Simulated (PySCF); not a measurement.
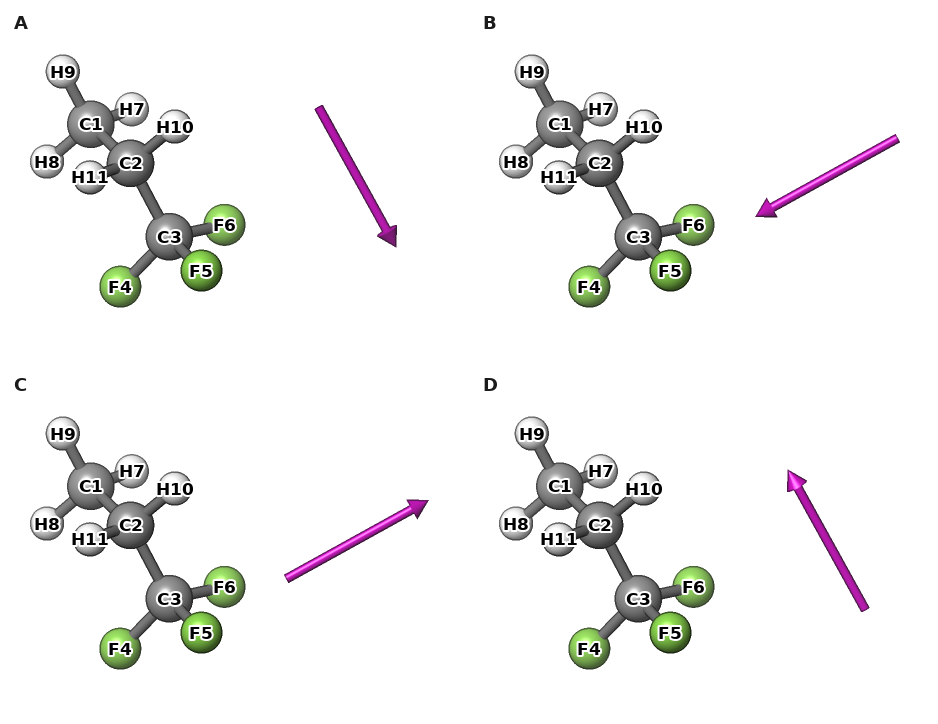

The same molecule four times, each with an arrow. The computed structure is the end point of a PBE0-D3(BJ)/def2-SVP optimisation. No frequency run is at hand to confirm it as a minimum. Properties computed with B97-2/pcSseg-2, gas phase (PySCF 2.14.0).

Which arrow points along the dipole moment, from the negative to the positive end?

D. The dipole moment is 2.37 D; it points from the side of F4, F5, F6 to the side of H9 (the outermost atoms at the two ends).
